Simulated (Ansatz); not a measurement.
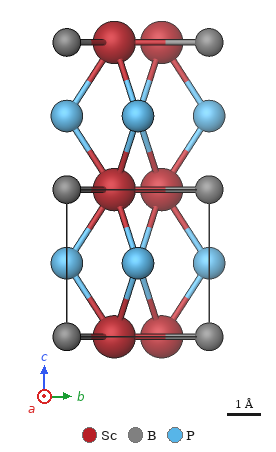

This is the input geometry for a relaxation of solid Sc₂BP₃ (a generated structure, set up in P6/mmm). Style: ball-and-stick. Shown: the cell of the calculation, repeated 1 × 1 × 2 with one cell outlined, along the a axis.

Theory: DFT PBE, scalar-relativistic, plane waves, PAW in Ansatz 0.2.0.

Input file:
```yaml
crystal:
  lattice:
    - [5.0258896737, 0.0, 0.0]
    - [-2.5129448369, 4.3525481341, 0.0]
    - [0.0, 0.0, 4.5027065267]
  atoms:
    - { symbol: Sc, position: [0.6666666667, 0.3333333333, 0.0] }
    - { symbol: Sc, position: [0.3333333333, 0.6666666667, 0.0] }
    - { symbol: B, position: [0.0, 0.0, 0.0] }
    - { symbol: P, position: [0.0, 0.5, 0.5] }
    - { symbol: P, position: [0.5, 0.5, 0.5] }
    - { symbol: P, position: [0.5, 0.0, 0.5] }
basis:
  ecutwfc: 420
kpoints:
  mp_grid: { grid: [12, 12, 8] }
hamiltonian:
  xc: pbe
scf:
  occupations: { method: gaussian, width: 0.1 }
output:
  forces: true
  stress: true
  eigenvalues: true
  write_density: true
  write_potential: true
  elf: true
  volumetric_format: npy
relax:
  adjacent_minimum: "off"
  f_tol: 0.01
  max_steps: 80
  cell: { stress_tol: 0.05 }
```

Command:
```bash
ansatz run input.yaml --threads 1 --pin off --max-ram 2560MiB --backend cpu --events-out ev --progress --plain --runs-dir out
```

> Where does the relaxation end?

No atom moves by more than 0.005 Å relative to the cell. The drawn cell changes as follows: a = b 5.026 → 4.989 Å (−0.7 %), c 4.503 → 4.544 Å (+0.9 %); the volume changes by −0.6 %. Near-neighbour distances that change, for instance: Sc1–B3 2.902 → 2.880 Å, Sc1–Sc2 2.902 → 2.880 Å, Sc1–P4 2.678 → 2.690 Å. The space group stays P6/mmm (No. 191). Over 4 accepted moves (5 points after the start) the energy falls by 1.0 meV per atom. All forces vanish by symmetry, so only the cell relaxes. Pressure: −0.15 GPa at the start and 0.00 GPa at the end. The SCF was repeated once at an unchanged geometry on a basis and grid sized afresh for the cell, which shifted the energy by less than 0.05 meV per atom at most. Cost: 46 s on 1 thread of Intel(R) Xeon(R) 6975P-C (Granite Rapids) (shared host), peak memory 0.58 GiB.

The structure at the end:

```
Sc B P
1.0
     4.98880    0.00000    0.00000
    -2.49440    4.32042    0.00000
     0.00000    0.00000    4.54426
Sc B P
2 1 3
Cartesian
  2.4944 1.4401 4.5443
  0.0000 2.8803 4.5443
  0.0000 0.0000 4.5443
  -1.2472 2.1602 2.2721
  1.2472 2.1602 2.2721
  2.4944 0.0000 2.2721
```

After the run, drawn alike:

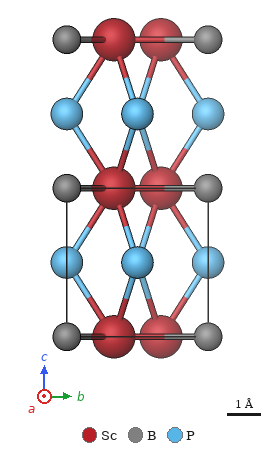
